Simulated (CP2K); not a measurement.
**BLYP-D3(BJ)/DZVP-MOLOPT-SR-GTH (core potential) run of BPH6 (SMILES [BH3-][PH3+])**

Aim: the energy change on altering one bond length of BPH6 at BLYP-D3(BJ)/DZVP-MOLOPT-SR-GTH (core potential), from 2 runs. 

The calculation is run with CP2K 2026.2.

## (1) The structure to begin with

BPH6 has 8 atoms, charge 0, and is taken as a singlet. As SMILES, `[BH3-][PH3+]`. The coordinates come from a PBE0-D4/def2-TZVP relaxation.

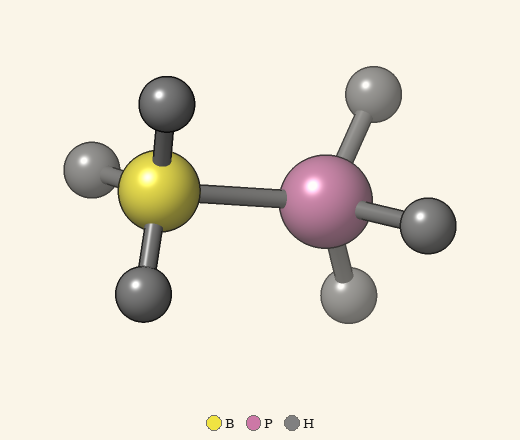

The structure, seen from a chosen angle (boron yellow, phosphorus pink, hydrogen grey).

## (2) The energy at BLYP-D3(BJ)/DZVP-MOLOPT-SR-GTH (core potential)

Input file molecule.xyz:

```xyz
8

B     -0.556100     0.227200    -0.914000
P      0.433900    -0.181600     0.667700
H     -1.693400     0.343100    -0.520100
H     -0.367800    -0.730200    -1.628000
H     -0.055500     1.254200    -1.309900
H      0.418800     0.755700     1.718800
H      1.823100    -0.380300     0.547100
H      0.089200    -1.345200     1.382600
```

Input file run.inp:

```
&GLOBAL
  PROJECT_NAME run
  RUN_TYPE ENERGY
  PRINT_LEVEL MEDIUM
&END GLOBAL

&FORCE_EVAL
  METHOD Quickstep
  &DFT
    BASIS_SET_FILE_NAME BASIS_MOLOPT
    POTENTIAL_FILE_NAME GTH_POTENTIALS
    &QS
      METHOD GPW
      EPS_DEFAULT 1.0E-10
    &END QS
    &MGRID
      CUTOFF 400
      REL_CUTOFF 50
      NGRIDS 4
    &END MGRID
    &POISSON
      PERIODIC NONE
      POISSON_SOLVER WAVELET
    &END POISSON
    &SCF
      SCF_GUESS ATOMIC
      EPS_SCF 1.0E-06
      MAX_SCF 100
      ADDED_MOS 3
      &DIAGONALIZATION
        ALGORITHM STANDARD
      &END DIAGONALIZATION
      &MIXING
        METHOD PULAY_MIXING
        ALPHA 0.3
        NBUFFER 4
      &END MIXING
    &END SCF
    &XC
      &XC_FUNCTIONAL BLYP
      &END XC_FUNCTIONAL
      &VDW_POTENTIAL
        POTENTIAL_TYPE PAIR_POTENTIAL
        &PAIR_POTENTIAL
          TYPE DFTD3(BJ)
          PARAMETER_FILE_NAME dftd3.dat
          REFERENCE_FUNCTIONAL BLYP
          R_CUTOFF 15
        &END PAIR_POTENTIAL
      &END VDW_POTENTIAL
    &END XC
    &PRINT
      &MOMENTS
        PERIODIC F
        REFERENCE COM
        MAX_MOMENT 1
      &END MOMENTS
      &MO ON
        ENERGIES T
        OCCUPATION_NUMBERS T
        NDIGITS 6
        &EACH
          QS_SCF 0
        &END EACH
        ADD_LAST NUMERIC
      &END MO
      &HIRSHFELD OFF
      &END HIRSHFELD
    &END PRINT
  &END DFT
  # structure
  &SUBSYS
    # vacuum box
    &CELL
      ABC 13.5 13.5 13.5
      PERIODIC NONE
    &END CELL
    &TOPOLOGY
      COORD_FILE_NAME molecule.xyz
      COORD_FILE_FORMAT XYZ
      &CENTER_COORDINATES
      &END CENTER_COORDINATES
    &END TOPOLOGY
    &KIND B
      BASIS_SET DZVP-MOLOPT-SR-GTH-q3
      POTENTIAL GTH-BLYP-q3
    &END KIND
    &KIND P
      BASIS_SET DZVP-MOLOPT-SR-GTH-q5
      POTENTIAL GTH-BLYP-q5
    &END KIND
    &KIND H
      BASIS_SET DZVP-MOLOPT-SR-GTH-q1
      POTENTIAL GTH-BLYP-q1
    &END KIND
  &END SUBSYS
&END FORCE_EVAL
```

Launch:

```console
OMP_NUM_THREADS=1 cp2k.psmp run.inp > run.out
```

What it wrote:

```text
CP2K| version string:                                       CP2K version 2026.2
[...]
 GLOBAL| Method name                                                        CP2K
[...]
 GLOBAL| Run type                                                         ENERGY
[...]
 DFT| Spin restricted Kohn-Sham (RKS) calculation                            RKS
 DFT| Multiplicity                                                             1
[...]
 DFT| Charge                                                                   0
[...]
 FUNCTIONAL| BECKE88:
 FUNCTIONAL| LYP:
[...]
 QS| Method:                                                                 GPW
[...]
 QS| Density cutoff [a.u.]:                                                200.0
[...]
 QS| Relative density cutoff [a.u.]:                                        25.0
[...]
                             - Atoms:                                          8
[...]
                             - Spherical basis functions:                     56
[...]
 Number of electrons:                                                         14
[...]
     1 NoMix/Diag. 0.30E+00    4.3     1.31628594       -12.1039756196 -1.21E+01
[...]
    23 Pulay/Diag. 0.30E+00    4.0     0.00000059       -12.8859290174  1.62E-07
  *** SCF run converged in    23 steps ***
[...]
  Overlap energy of the core charge distribution:               0.00000444527230
  Self energy of the core charge distribution:                -30.85055093456942
  Core Hamiltonian energy:                                      8.64465837624403
  Hartree energy:                                              14.16196872162325
  Exchange-correlation energy:                                 -4.83205036825844
  Dispersion energy:                                           -0.00995925767984
  Total energy:                                               -12.88592901736811
[...]
                     Mulliken Population Analysis
 #  Atom  Element  Kind  Atomic population                           Net charge
       1     B        1          3.541638                             -0.541638
       2     P        2          4.850805                              0.149195
       3     H        3          0.927867                              0.072133
       4     H        3          0.927873                              0.072127
       5     H        3          0.927879                              0.072121
       6     H        3          0.941326                              0.058674
       7     H        3          0.941306                              0.058694
       8     H        3          0.941307                              0.058693
 # Total charge                             14.000000                 -0.000000
[...]
  Dipole moment [Debye]
    X=  0.2043738E+01 Y= -0.8439156E+00 Z=  0.3265531E+01  Total=      3.9436977
 ENERGY| Total FORCE_EVAL ( QS ) energy [hartree]            -12.885929017368108
[...]
```

Wall time 94 s (1 thread of Arm Neoverse V2, shared host); peak memory 2.9 GiB.

## (3) The distorted shape

Input file gas.inp:

```
&GLOBAL
  PROJECT gas
  RUN_TYPE ENERGY
  PRINT_LEVEL MEDIUM
&END GLOBAL

&FORCE_EVAL
  METHOD QUICKSTEP
  &DFT
    BASIS_SET_FILE_NAME BASIS_MOLOPT
    POTENTIAL_FILE_NAME GTH_POTENTIALS
    CHARGE 0
    MULTIPLICITY 1
    &QS
      METHOD GPW
      EPS_DEFAULT 1.0E-10
    &END QS
    &MGRID
      CUTOFF 400
      REL_CUTOFF 50
      NGRIDS 4
    &END MGRID
    &POISSON
      PERIODIC NONE
      POISSON_SOLVER WAVELET
    &END POISSON
    &SCF
      SCF_GUESS ATOMIC
      EPS_SCF 1.0E-06
      MAX_SCF 80
      ADDED_MOS 10
      &DIAGONALIZATION
        ALGORITHM STANDARD
      &END DIAGONALIZATION
      &MIXING
        METHOD DIRECT_P_MIXING
        ALPHA 0.4
      &END MIXING
    &END SCF
    &XC
      &XC_FUNCTIONAL BLYP
      &END XC_FUNCTIONAL
      &VDW_POTENTIAL
        POTENTIAL_TYPE PAIR_POTENTIAL
        &PAIR_POTENTIAL
          TYPE DFTD3(BJ)
          PARAMETER_FILE_NAME dftd3.dat
          REFERENCE_FUNCTIONAL BLYP
          R_CUTOFF 15
        &END PAIR_POTENTIAL
      &END VDW_POTENTIAL
    &END XC
    &PRINT
      &MOMENTS
        PERIODIC F
        REFERENCE COM
        MAX_MOMENT 1
      &END MOMENTS
      &MO ON
        ENERGIES T
        OCCUPATION_NUMBERS T
        NDIGITS 6
        &EACH
          QS_SCF 0
        &END EACH
        ADD_LAST NUMERIC
      &END MO
      &HIRSHFELD OFF
      &END HIRSHFELD
    &END PRINT
  &END DFT
  &SUBSYS
    &CELL
      ABC [angstrom] 13.5 13.5 13.5
      PERIODIC NONE
    &END CELL
    &COORD
      B      6.129050     6.868653     5.790600
      P      7.119050     6.459853     7.372300
      H      4.991750     6.984553     6.184500
      H      6.317350     5.911253     5.076600
      H      6.779827     8.203747     5.275932
      H      7.103950     7.397153     8.423400
      H      8.508250     6.261153     7.251700
      H      6.774350     5.296253     8.087200
    &END COORD
    &KIND B
      BASIS_SET DZVP-MOLOPT-SR-GTH-q3
      POTENTIAL GTH-BLYP-q3
    &END KIND
    &KIND P
      BASIS_SET DZVP-MOLOPT-SR-GTH-q5
      POTENTIAL GTH-BLYP-q5
    &END KIND
    &KIND H
      BASIS_SET DZVP-MOLOPT-SR-GTH-q1
      POTENTIAL GTH-BLYP-q1
    &END KIND
  &END SUBSYS
&END FORCE_EVAL
```

Launch:

```console
OMP_NUM_THREADS=1 cp2k.psmp gas.inp > gas.out
```

What it wrote (excerpt; [...] marks lines left out):

```text
CP2K| version string:                                       CP2K version 2026.2
[...]
 GLOBAL| Method name                                                        CP2K
[...]
 GLOBAL| Run type                                                         ENERGY
[...]
 DFT| Spin restricted Kohn-Sham (RKS) calculation                            RKS
 DFT| Multiplicity                                                             1
[...]
 DFT| Charge                                                                   0
[...]
 FUNCTIONAL| BECKE88:
 FUNCTIONAL| LYP:
[...]
 QS| Method:                                                                 GPW
[...]
 QS| Density cutoff [a.u.]:                                                200.0
[...]
 QS| Relative density cutoff [a.u.]:                                        25.0
[...]
                             - Atoms:                                          8
[...]
                             - Spherical basis functions:                     56
[...]
 Number of electrons:                                                         14
[...]
     1 P_Mix/Diag. 0.40E+00    4.3     1.20282239       -12.0673100830 -1.21E+01
[...]
    12 DIIS/Diag.  0.55E-06    3.6     0.00000037       -12.8548380922 -3.28E-12
  *** SCF run converged in    12 steps ***
[...]
  Overlap energy of the core charge distribution:               0.00000300531981
  Self energy of the core charge distribution:                -30.85055093456942
  Core Hamiltonian energy:                                      8.48518191413216
  Hartree energy:                                              14.28602515548642
  Exchange-correlation energy:                                 -4.76476654540159
  Dispersion energy:                                           -0.01073068714691
  Total energy:                                               -12.85483809217952
[...]
                     Mulliken Population Analysis
 #  Atom  Element  Kind  Atomic population                           Net charge
       1     B        1          3.641553                             -0.641553
       2     P        2          4.824905                              0.175095
       3     H        3          0.919342                              0.080658
[...]
  Dipole moment [Debye]
    X=  0.1969919E+01 Y= -0.1088178E+01 Z=  0.3413804E+01  Total=      4.0888594
 ENERGY| Total FORCE_EVAL ( QS ) energy [hartree]            -12.854838092179518
[...]
```

It took 47 s on 1 thread of Arm Neoverse V2, shared host; peak memory 1.9 GiB.

## (4) Summary of results

At BLYP-D3(BJ)/DZVP-MOLOPT-SR-GTH (core potential):

| quantity | value |
| --- | --- |
| first shape: total energy | -12.88593 Eh |
| first shape: dipole moment | 3.94 D |
| first shape: HOMO energy | -7.06 eV |
| first shape: LUMO energy | 0.43 eV |
| first shape: HOMO–LUMO gap | 7.49 eV |
| first shape: dispersion energy | -26.15 kJ/mol |
| distorted shape: total energy | -12.85484 Eh |
| distorted shape: dipole moment | 4.09 D |
| distorted shape: HOMO energy | -6.23 eV |
| distorted shape: LUMO energy | 0.25 eV |
| distorted shape: HOMO–LUMO gap | 6.48 eV |
| distorted shape: dispersion energy | -28.17 kJ/mol |
| energy change with the B1–H5 bond stretched from 1.209 to 1.572 Å | 0.846 eV |

**Reading.** With the B1–H5 bond stretched from 1.209 to 1.572 Å the energy rises by 0.85 eV (81.6 kJ/mol). The first shape isn't relaxed at this level, so the change isn't measured from a minimum.
